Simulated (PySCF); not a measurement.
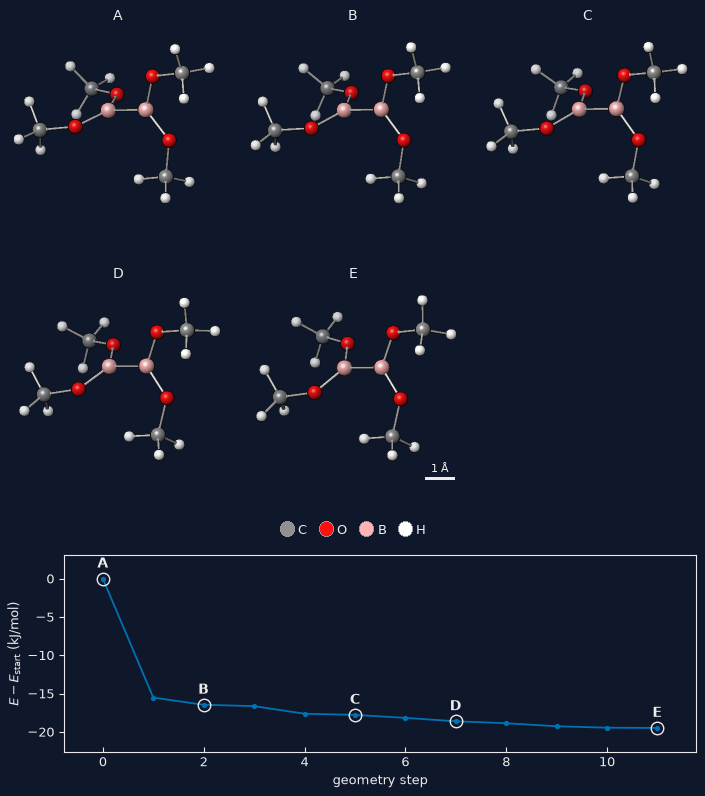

Frames of a relaxation of C₄H₁₂B₂O₄, marked on the history of the run. A ball-and-stick model, seen from a free direction.

The start comes from GFN2-xTB. Its atoms were then displaced at random by about 0.01 Å.

All numbers below come from PBE0-D3(BJ)/def2-SVP geometry optimisation, gas phase (PySCF 2.14.0, density-fitted response routines). 

What happens along the run?

The atom that moves furthest after the best rigid fit is an H atom (0.82 Å). By element the largest moves are H 0.82 Å, C 0.47 Å, O 0.38 Å, B 0.05 Å. Some distances before and after: C–O 1.444 → 1.400 Å, C–H 1.140 → 1.101 Å, C–H 1.068 → 1.100 Å, B–O 1.345 → 1.362 Å. Among the angles between lasting bonds that change: O–B–O 131.0° → 126.2°, B–O–C 127.3° → 131.0°, O–B–B 113.8° → 116.5°. Groups turn about B–B by about 30°. Over 11 geometry steps the energy falls by 19.5 kJ/mol. Cost: 4.3 min on 1 thread of Arm Neoverse V1 (shared host). From step 0 to 2: H atoms move most (0.23 Å), energy −16.5 kJ/mol. From step 2 to 5: an H atom moves most (0.13 Å), energy −1.32 kJ/mol. From step 5 to 7: an H atom moves most (0.35 Å), energy −0.83 kJ/mol. From step 7 to 11: an H atom moves most (0.27 Å), energy −0.87 kJ/mol.
